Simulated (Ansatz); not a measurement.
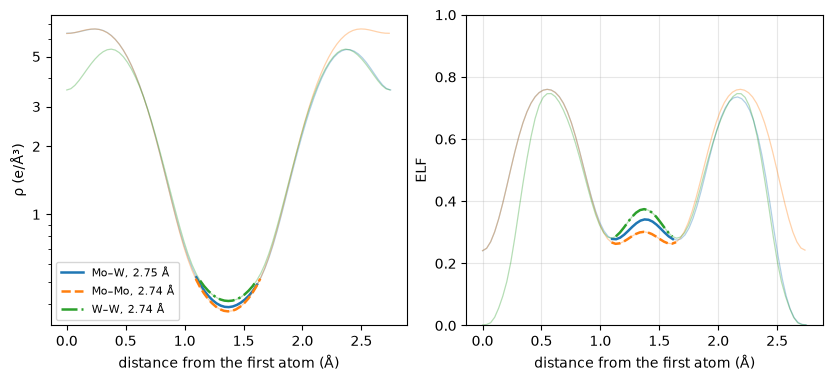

Mo5W. Valence electron density and ELF along straight lines between neighbouring atoms. Thin, pale parts lie inside the atomic spheres.

Space group Cmmm; a structure generated by program, which may or may not match a known phase; computed without spin polarisation.

Method: DFT PBE, scalar-relativistic, plane waves, PAW in Ansatz.

The density is the valence pseudo-density of a PAW calculation; it isn't the true density close to the nuclei.

What can be read from the curves?

Mo–W (2.75 Å): ρ is about 0.39 e/Å³ halfway; the ELF is about 0.35 at the midpoint.
Mo–Mo (2.74 Å): ρ at the midpoint is about 0.37 e/Å³; the ELF is about 0.30 at the midpoint.
W–W (2.74 Å): ρ is about 0.41 e/Å³ halfway; the ELF is about 0.35 at the midpoint.
